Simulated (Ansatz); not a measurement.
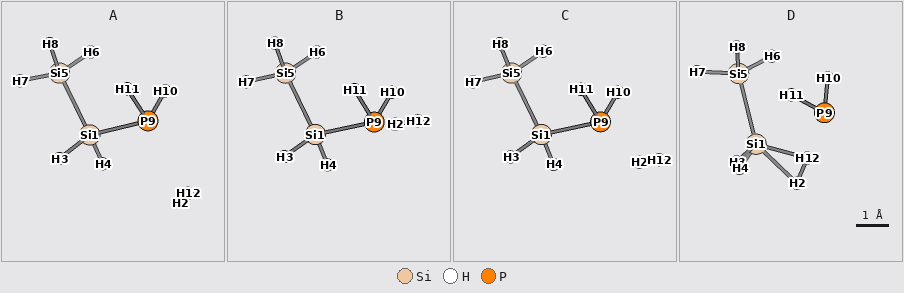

4 geometries from a converged minimum-energy path of Si₂PH₉, made up at the start of Si2H6 and PH$_{3}$, shuffled. Style: ball-and-stick. Shown at a tilt.

These are results of RKS revPBE-D4/6-31G* in Ansatz 0.2.0, not measurements. Settings: 5 movable images; climbing image; force threshold 0.03 eV/Å; iteration limit 60; starting path through a guess of the saddle point.

Which frame is the top of the path?

D. In order along the path, whose images run from 0 to 6: D (image 2, +2.80 eV), A (image 4, −0.13 eV), C (image 5, −0.14 eV), B (image 6, −0.14 eV). Breaking: P9–H12 (1.44 → 1.85 at the top → 3.94 Å), Si1–H2 (1.50 → 1.79 at the top → 3.64 Å). Forming: H2–H12 (2.64 → 1.02 at the top → 0.75 Å), Si1–P9 (4.14 → 2.81 at the top → 2.29 Å).

Limits of the set-up: the start holds two separate molecules, 2.6 Å apart at their closest, whose relative position is a soft coordinate.
